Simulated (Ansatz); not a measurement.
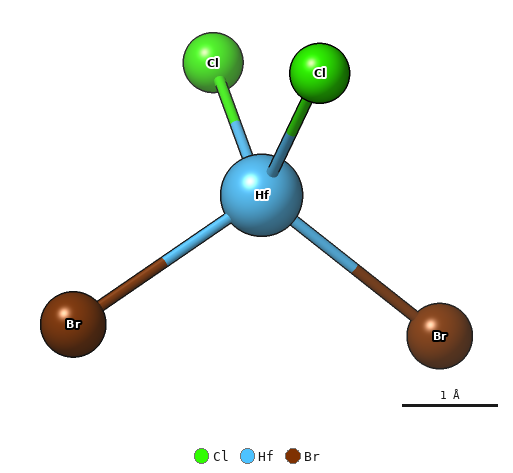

Figure 1. The starting structure (ball-and-stick view, seen at a tilt). Sticks mark near contacts. Bond lengths as drawn: Br–Hf 2.47 Å and Cl–Hf 2.31 Å.

Molecular dynamics of HfBr2Cl2

The run: molecular dynamics of HfBr2Cl2. Method and program: RKS revPBE-d3bjatm/def2-SVP (Ansatz 0.2.0).

The geometry comes from this level: PBE0-D4/def2-TZVP.

### Log
```
Functional definition: revPBE
  name "revPBE"
  cite "Zhang & Yang, Phys. Rev. Lett. 80, 890 (1998) doi:10.1103/PhysRevLett.80.890"
  cite "Perdew, Burke & Ernzerhof, Phys. Rev. Lett. 77, 3865 (1996) doi:10.1103/PhysRevLett.77.3865"
  parameter kappa = 1.245
  parameter beta = 0.06672455060314922
  exchange = pbe_x(kappa = kappa, mu = beta*pi^2/3)
  correlation = pbe_c(beta = beta)
1394 factors; their error is unknown
mean field evaluation 1: about -166412.7052 eV, gradient 1.7e1 eV
mean field evaluation 2: about -166412.6065 eV, gradient 1.7e1 eV
mean field evaluation 4: about -166413.3196 eV, gradient 2.7e0 eV
mean field evaluation 8: about -166413.3453 eV, gradient 1.5e-2 eV
mean field evaluation 16: about -166413.1712 eV, gradient 8.2e-5 eV
mean field -166413.17116769 eV, -6115.5712415138 hartree, gradient 1.1e-5 eV, S^2 0.000000; 0 other end points of the search recorded, 0 dependent functions left out
the calculation of the forces begins
reference -166413.17125401 eV, -6115.5712446862 hartree; 58, 58 occupied and 74, 74 virtual orbitals, 1394 factors
md step     0: t =     0.00 fs  T =   560.0 K  F+E_penalty+E_count = -166413.60046523 eV  E_kin = 0.361928 eV  (29 SCF iters)
these checks for a lower state are left out or cut short: starts, cluster_reference, orbital_swaps, neighbouring_geometries, increment
1394 factors; their error is unknown
mean field -166413.17109587 eV, -6115.5712388744 hartree, gradient 8.5e-6 eV, S^2 0.000000; 0 other end points of the search recorded, 0 dependent functions left out
[... from here on the field's lines of each further geometry are left out, up to the last ...]
md step     1: t =     1.00 fs  T =   514.3 K  F+E_penalty+E_count = -166413.60055256 eV  E_kin = 0.332379 eV  (31 SCF iters)
md step     2: t =     2.00 fs  T =   444.2 K  F+E_penalty+E_count = -166413.60002954 eV  E_kin = 0.287111 eV  (31 SCF iters)
md step     3: t =     3.00 fs  T =   427.9 K  F+E_penalty+E_count = -166413.59911188 eV  E_kin = 0.276545 eV  (31 SCF iters)
md step     4: t =     4.00 fs  T =   439.6 K  F+E_penalty+E_count = -166413.59828772 eV  E_kin = 0.284113 eV  (31 SCF iters)
md step     5: t =     5.00 fs  T =   394.0 K  F+E_penalty+E_count = -166413.59742781 eV  E_kin = 0.254611 eV  (31 SCF iters)
md step     6: t =     6.00 fs  T =   412.8 K  F+E_penalty+E_count = -166413.59631121 eV  E_kin = 0.266819 eV  (31 SCF iters)
md step     7: t =     7.00 fs  T =   384.6 K  F+E_penalty+E_count = -166413.59513234 eV  E_kin = 0.248549 eV  (31 SCF iters)
md step     8: t =     8.00 fs  T =   389.9 K  F+E_penalty+E_count = -166413.59403468 eV  E_kin = 0.252017 eV  (31 SCF iters)
md step     9: t =     9.00 fs  T =   310.6 K  F+E_penalty+E_count = -166413.59308749 eV  E_kin = 0.200744 eV  (31 SCF iters)
md step    10: t =    10.00 fs  T =   345.0 K  F+E_penalty+E_count = -166413.59232227 eV  E_kin = 0.222978 eV  (31 SCF iters)
md step    11: t =    11.00 fs  T =   305.9 K  F+E_penalty+E_count = -166413.59163279 eV  E_kin = 0.197720 eV  (31 SCF iters)
md step    12: t =    12.00 fs  T =   299.3 K  F+E_penalty+E_count = -166413.59083092 eV  E_kin = 0.193439 eV  (31 SCF iters)
md step    13: t =    13.00 fs  T =   309.6 K  F+E_penalty+E_count = -166413.58999943 eV  E_kin = 0.200091 eV  (31 SCF iters)
md step    14: t =    14.00 fs  T =   319.7 K  F+E_penalty+E_count = -166413.58933370 eV  E_kin = 0.206621 eV  (31 SCF iters)
md step    15: t =    15.00 fs  T =   326.9 K  F+E_penalty+E_count = -166413.58849728 eV  E_kin = 0.211282 eV  (31 SCF iters)
md step    16: t =    16.00 fs  T =   302.2 K  F+E_penalty+E_count = -166413.58764946 eV  E_kin = 0.195292 eV  (31 SCF iters)
md step    17: t =    17.00 fs  T =   279.8 K  F+E_penalty+E_count = -166413.58687257 eV  E_kin = 0.180818 eV  (31 SCF iters)
md step    18: t =    18.00 fs  T =   288.2 K  F+E_penalty+E_count = -166413.58602730 eV  E_kin = 0.186272 eV  (49 SCF iters)
md step    19: t =    19.00 fs  T =   338.3 K  F+E_penalty+E_count = -166413.58507755 eV  E_kin = 0.218626 eV  (31 SCF iters)
the calculation of the forces begins
reference -166413.15473742 eV, -6115.5706377127 hartree; 58, 58 occupied and 74, 74 virtual orbitals, 1394 factors
1394 factors; their error is unknown
mean field evaluation 192: about -166413.1547 eV, gradient 8.3e-6 eV
mean field -166413.15465110 eV, -6115.5706345405 hartree, gradient 8.3e-6 eV, S^2 0.000000; 1 other end points of the search recorded, 0 dependent functions left out
the calculation of the forces begins
reference -166413.15473742 eV, -6115.5706377127 hartree; 58, 58 occupied and 74, 74 virtual orbitals, 1394 factors
md step    20: t =    20.00 fs  T =   323.0 K  F+E_penalty+E_count = -166413.58426385 eV  E_kin = 0.208787 eV  (49 SCF iters)
```

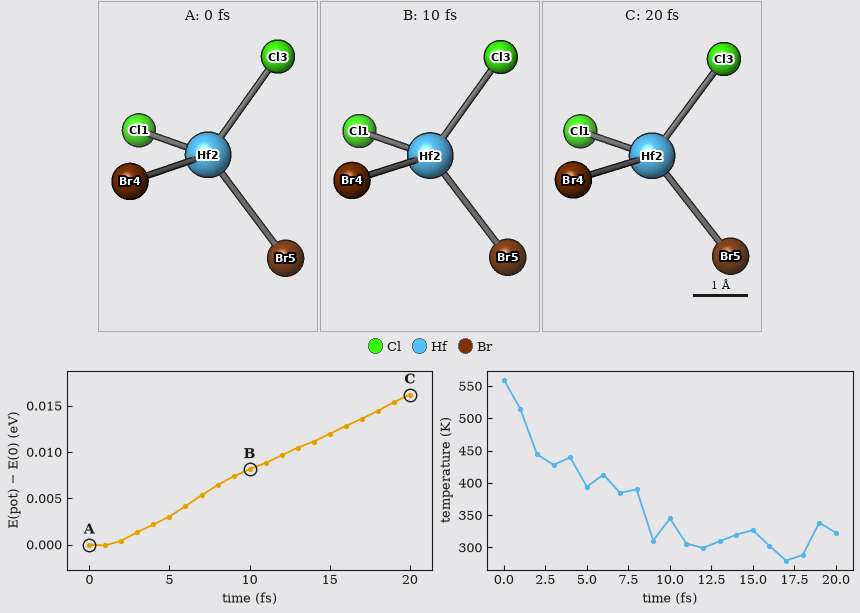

Figure 2. Frames of the molecular dynamics (ball-and-stick, seen at a tilt) above the curves, on which the letters mark them. The trajectory kept here has 21 frames over 20 fs. The temperature starts at 560 K, ranges from 280 to 560 K and averages 313 K over the second half. The potential energy ends 0.016 eV above its first value. After an unweighted best fit of the last frame on the first, the root-mean-square displacement is 0.04 Å.

```
Total energy: -166413.58435016 eV, -6115.5864256897 hartree
Atom 0 at    -0.722269    -0.301274     2.236596 Å, force     0.049931     0.021556    -0.063022 eV/Å
Atom 1 at     0.002469    -0.013497     0.017297 Å, force    -0.114482    -0.409244     0.607695 eV/Å
Atom 2 at     1.994284    -1.143405    -0.348284 Å, force     0.340551    -0.223958    -0.046240 eV/Å
Atom 3 at    -1.719053    -0.933351    -1.479305 Å, force    -0.339875    -0.126789    -0.337440 eV/Å
Atom 4 at     0.419660     2.352981    -0.415610 Å, force     0.063875     0.738435    -0.160993 eV/Å
Dipole moment:    -0.014981     0.053666    -0.069174 e Å
```

### Trajectory as extended XYZ (Å, eV, eV/Å), 21 frames, from step=0 to step=20
```
5
Properties=species:S:1:pos:R:3:forces:R:3 step=0 time_fs=0.0 energy=-166413.60046 temperature=560.0
Cl   -0.5950   -0.3295    2.2233   -0.1403  -0.0571   0.4684
Hf    0.0260   -0.0324    0.0134   -0.0877   0.0970  -0.1188
Cl    1.9781   -1.2081   -0.3922    0.4150  -0.2468  -0.0961
Br   -1.7658   -0.8749   -1.4663   -0.2311  -0.1021  -0.1930
Br    0.4067    2.3712   -0.4196    0.0441   0.3090  -0.0605
5
Properties=species:S:1:pos:R:3:forces:R:3 step=1 time_fs=1.0 energy=-166413.60055 temperature=514.3
Cl   -0.6032   -0.3266    2.2230   -0.1310  -0.0511   0.4358
Hf    0.0249   -0.0308    0.0128   -0.0289   0.0386  -0.0551
Cl    1.9801   -1.2080   -0.3892    0.3769  -0.2235  -0.0867
Br   -1.7613   -0.8777   -1.4655   -0.2649  -0.1149  -0.2239
Br    0.4071    2.3694   -0.4205    0.0479   0.3509  -0.0701
5
Properties=species:S:1:pos:R:3:forces:R:3 step=2 time_fs=2.0 energy=-166413.60003 temperature=444.2
Cl   -0.6110   -0.3239    2.2223   -0.1242  -0.0464   0.4135
Hf    0.0237   -0.0292    0.0123    0.0193  -0.0170  -0.0071
Cl    1.9821   -1.2070   -0.3862    0.3448  -0.2043  -0.0786
Br   -1.7574   -0.8807   -1.4649   -0.2914  -0.1247  -0.2487
Br    0.4077    2.3676   -0.4216    0.0515   0.3923  -0.0792
5
Properties=species:S:1:pos:R:3:forces:R:3 step=3 time_fs=3.0 energy=-166413.59911 temperature=427.9
Cl   -0.6185   -0.3210    2.2213   -0.1200  -0.0436   0.4014
Hf    0.0226   -0.0278    0.0119    0.0661  -0.0639   0.0280
Cl    1.9839   -1.2060   -0.3838    0.3155  -0.1868  -0.0706
Br   -1.7537   -0.8836   -1.4646   -0.3160  -0.1338  -0.2716
Br    0.4082    2.3661   -0.4226    0.0545   0.4281  -0.0872
5
Properties=species:S:1:pos:R:3:forces:R:3 step=4 time_fs=4.0 energy=-166413.59829 temperature=439.6
Cl   -0.6259   -0.3178    2.2208   -0.1135  -0.0400   0.3819
Hf    0.0215   -0.0262    0.0118    0.1066  -0.1114   0.0671
Cl    1.9853   -1.2055   -0.3816    0.2868  -0.1692  -0.0625
Br   -1.7498   -0.8867   -1.4644   -0.3373  -0.1411  -0.2913
Br    0.4088    2.3648   -0.4233    0.0574   0.4618  -0.0951
5
Properties=species:S:1:pos:R:3:forces:R:3 step=5 time_fs=5.0 energy=-166413.59743 temperature=394.0
Cl   -0.6331   -0.3147    2.2210   -0.1045  -0.0354   0.3529
Hf    0.0207   -0.0247    0.0116    0.1355  -0.1571   0.1154
Cl    1.9864   -1.2050   -0.3790    0.2641  -0.1549  -0.0560
Br   -1.7459   -0.8898   -1.4646   -0.3558  -0.1474  -0.3090
Br    0.4096    2.3636   -0.4236    0.0607   0.4948  -0.1033
5
Properties=species:S:1:pos:R:3:forces:R:3 step=6 time_fs=6.0 energy=-166413.59631 temperature=412.8
Cl   -0.6401   -0.3122    2.2213   -0.0951  -0.0307   0.3231
Hf    0.0197   -0.0234    0.0113    0.1604  -0.1978   0.1659
Cl    1.9876   -1.2040   -0.3762    0.2456  -0.1435  -0.0508
Br   -1.7419   -0.8929   -1.4650   -0.3746  -0.1543  -0.3272
Br    0.4102    2.3624   -0.4240    0.0636   0.5262  -0.1109
5
Properties=species:S:1:pos:R:3:forces:R:3 step=7 time_fs=7.0 energy=-166413.59513 temperature=384.6
Cl   -0.6473   -0.3103    2.2216   -0.0840  -0.0253   0.2891
Hf    0.0187   -0.0221    0.0110    0.1772  -0.2370   0.2189
Cl    1.9888   -1.2021   -0.3738    0.2308  -0.1348  -0.0464
Br   -1.7383   -0.8961   -1.4655   -0.3903  -0.1599  -0.3434
Br    0.4110    2.3612   -0.4244    0.0662   0.5570  -0.1183
5
Properties=species:S:1:pos:R:3:forces:R:3 step=8 time_fs=8.0 energy=-166413.59403 temperature=389.9
Cl   -0.6546   -0.3089    2.2222   -0.0712  -0.0192   0.2508
Hf    0.0177   -0.0207    0.0108    0.1878  -0.2754   0.2732
Cl    1.9897   -1.2002   -0.3716    0.2175  -0.1268  -0.0422
Br   -1.7348   -0.8993   -1.4663   -0.4025  -0.1638  -0.3567
Br    0.4120    2.3603   -0.4247    0.0684   0.5851  -0.1250
5
Properties=species:S:1:pos:R:3:forces:R:3 step=9 time_fs=9.0 energy=-166413.59309 temperature=310.6
Cl   -0.6615   -0.3076    2.2233   -0.0577  -0.0131   0.2099
Hf    0.0165   -0.0196    0.0106    0.1934  -0.3078   0.3271
Cl    1.9901   -1.1985   -0.3697    0.2066  -0.1203  -0.0385
Br   -1.7317   -0.9026   -1.4672   -0.4124  -0.1667  -0.3677
Br    0.4127    2.3594   -0.4250    0.0700   0.6078  -0.1308
5
Properties=species:S:1:pos:R:3:forces:R:3 step=10 time_fs=10.0 energy=-166413.59232 temperature=345.0
Cl   -0.6683   -0.3065    2.2247   -0.0432  -0.0068   0.1669
Hf    0.0150   -0.0186    0.0106    0.1933  -0.3456   0.3770
Cl    1.9906   -1.1965   -0.3679    0.1934  -0.1126  -0.0345
Br   -1.7296   -0.9060   -1.4681   -0.4151  -0.1661  -0.3727
Br    0.4132    2.3585   -0.4247    0.0717   0.6311  -0.1367
5
Properties=species:S:1:pos:R:3:forces:R:3 step=11 time_fs=11.0 energy=-166413.59163 temperature=305.9
Cl   -0.6752   -0.3055    2.2259   -0.0299  -0.0011   0.1295
Hf    0.0137   -0.0174    0.0109    0.1876  -0.3916   0.4137
Cl    1.9917   -1.1939   -0.3662    0.1778  -0.1040  -0.0298
Br   -1.7282   -0.9090   -1.4693   -0.4091  -0.1611  -0.3707
Br    0.4142    2.3574   -0.4237    0.0737   0.6579  -0.1427
5
Properties=species:S:1:pos:R:3:forces:R:3 step=12 time_fs=12.0 energy=-166413.59083 temperature=299.3
Cl   -0.6820   -0.3049    2.2265   -0.0201   0.0027   0.1057
Hf    0.0126   -0.0165    0.0114    0.1769  -0.4304   0.4348
Cl    1.9930   -1.1904   -0.3645    0.1686  -0.1002  -0.0260
Br   -1.7268   -0.9115   -1.4707   -0.4008  -0.1557  -0.3667
Br    0.4153    2.3562   -0.4227    0.0755   0.6836  -0.1478
5
Properties=species:S:1:pos:R:3:forces:R:3 step=13 time_fs=13.0 energy=-166413.59000 temperature=309.6
Cl   -0.6887   -0.3042    2.2272   -0.0105   0.0060   0.0834
Hf    0.0116   -0.0158    0.0121    0.1580  -0.4538   0.4570
Cl    1.9942   -1.1861   -0.3625    0.1703  -0.1037  -0.0244
Br   -1.7253   -0.9139   -1.4718   -0.3941  -0.1518  -0.3643
Br    0.4163    2.3551   -0.4220    0.0763   0.7032  -0.1517
5
Properties=species:S:1:pos:R:3:forces:R:3 step=14 time_fs=14.0 energy=-166413.58933 temperature=319.7
Cl   -0.6952   -0.3034    2.2283    0.0011   0.0097   0.0554
Hf    0.0108   -0.0152    0.0128    0.1195  -0.4646   0.4844
Cl    1.9948   -1.1809   -0.3601    0.1865  -0.1157  -0.0258
Br   -1.7241   -0.9163   -1.4733   -0.3838  -0.1468  -0.3592
Br    0.4169    2.3544   -0.4214    0.0766   0.7175  -0.1547
5
Properties=species:S:1:pos:R:3:forces:R:3 step=15 time_fs=15.0 energy=-166413.58850 temperature=326.9
Cl   -0.7016   -0.3028    2.2292    0.0116   0.0126   0.0319
Hf    0.0100   -0.0147    0.0136    0.0669  -0.4760   0.5049
Cl    1.9949   -1.1755   -0.3575    0.2120  -0.1327  -0.0288
Br   -1.7230   -0.9188   -1.4750   -0.3685  -0.1393  -0.3497
Br    0.4171    2.3536   -0.4203    0.0780   0.7355  -0.1583
5
Properties=species:S:1:pos:R:3:forces:R:3 step=16 time_fs=16.0 energy=-166413.58765 temperature=302.2
Cl   -0.7074   -0.3022    2.2305    0.0215   0.0152   0.0088
Hf    0.0089   -0.0143    0.0145    0.0178  -0.4806   0.5259
Cl    1.9946   -1.1701   -0.3549    0.2378  -0.1501  -0.0320
Br   -1.7222   -0.9213   -1.4765   -0.3555  -0.1329  -0.3416
Br    0.4174    2.3529   -0.4190    0.0783   0.7483  -0.1611
5
Properties=species:S:1:pos:R:3:forces:R:3 step=17 time_fs=17.0 energy=-166413.58687 temperature=279.8
Cl   -0.7117   -0.3015    2.2323    0.0302   0.0171  -0.0139
Hf    0.0074   -0.0140    0.0153   -0.0218  -0.4670   0.5508
Cl    1.9941   -1.1642   -0.3528    0.2654  -0.1692  -0.0358
Br   -1.7213   -0.9239   -1.4775   -0.3499  -0.1303  -0.3391
Br    0.4180    2.3528   -0.4177    0.0761   0.7493  -0.1620
5
Properties=species:S:1:pos:R:3:forces:R:3 step=18 time_fs=18.0 energy=-166413.58603 temperature=288.2
Cl   -0.7151   -0.3011    2.2340    0.0372   0.0185  -0.0319
Hf    0.0060   -0.0139    0.0161   -0.0585  -0.4462   0.5721
Cl    1.9939   -1.1576   -0.3511    0.2947  -0.1898  -0.0401
Br   -1.7205   -0.9267   -1.4782   -0.3461  -0.1289  -0.3381
Br    0.4188    2.3528   -0.4165    0.0726   0.7464  -0.1620
5
Properties=species:S:1:pos:R:3:forces:R:3 step=19 time_fs=19.0 energy=-166413.58508 temperature=338.3
Cl   -0.7185   -0.3011    2.2354    0.0440   0.0201  -0.0488
Hf    0.0043   -0.0137    0.0167   -0.0918  -0.4274   0.5918
Cl    1.9939   -1.1505   -0.3495    0.3214  -0.2090  -0.0440
Br   -1.7198   -0.9300   -1.4787   -0.3422  -0.1275  -0.3372
Br    0.4194    2.3528   -0.4159    0.0687   0.7437  -0.1618
5
Properties=species:S:1:pos:R:3:forces:R:3 step=20 time_fs=20.0 energy=-166413.58426 temperature=323.0
Cl   -0.7223   -0.3013    2.2366    0.0499   0.0216  -0.0630
Hf    0.0025   -0.0135    0.0173   -0.1145  -0.4092   0.6077
Cl    1.9943   -1.1434   -0.3483    0.3406  -0.2240  -0.0462
Br   -1.7191   -0.9334   -1.4793   -0.3399  -0.1268  -0.3374
Br    0.4197    2.3530   -0.4156    0.0639   0.7384  -0.1610
```

This output came from the following input.

### Input
```yaml
crystal:
  periodic: [false, false, false]
  atoms:
    - {symbol: Cl, position_ang: [-0.594993, -0.329480, 2.223266]}
    - {symbol: Hf, position_ang: [0.025972, -0.032432, 0.013395]}
    - {symbol: Cl, position_ang: [1.978056, -1.208126, -0.392162]}
    - {symbol: Br, position_ang: [-1.765819, -0.874861, -1.466346]}
    - {symbol: Br, position_ang: [0.406684, 2.371200, -0.419553]}
basis:
  gaussian: {orbitals: def2-SVP}
hamiltonian: {xc: {name: revPBE}, dispersion: d3bjatm}
md: {timestep: 1 fs, n_steps: 20, ensemble: nvt_langevin, temperature: 700, initial_velocities: maxwell_boltzmann, friction: 0.01, seed: 462}
```

Launched with:
```bash
ansatz run in.yaml --threads 4 --pin off --events-out ev --progress --plain --max-ram 11315MiB
```

### Summary

| quantity | value |
| --- | --- |
| outcome | finished |
| mean temperature over the second half | 313 K |
| trajectory | 20 steps, 20 fs |
| ensemble | nvt_langevin |
| temperature in the input | 700 K |
| time step | 1 fs |
| potential energy (last step) | −166413.5844 eV |
| mean-field energy (last step) | −166413.1547 eV |
| dispersion energy (last step) | −0.4296 eV |
| SCF solution under orbital rotations (last step) | stable |
| largest force (length of the vector) (last step) | 0.758 eV/Å |
| dipole moment (last step) | 0.43 D |
| hardware | 4 threads of Arm Neoverse V1, 23 GiB of memory available, shared host |
| wall time | 48 s (CPU time 3 min) |
| peak memory | 0.46 GiB |

So short a trajectory is not equilibrated. The logged temperature at the start can lie below the typed one, since it is counted over all degrees of freedom. The temperature stays far from the 700 K of the thermostat over the second half: the run isn't equilibrated.
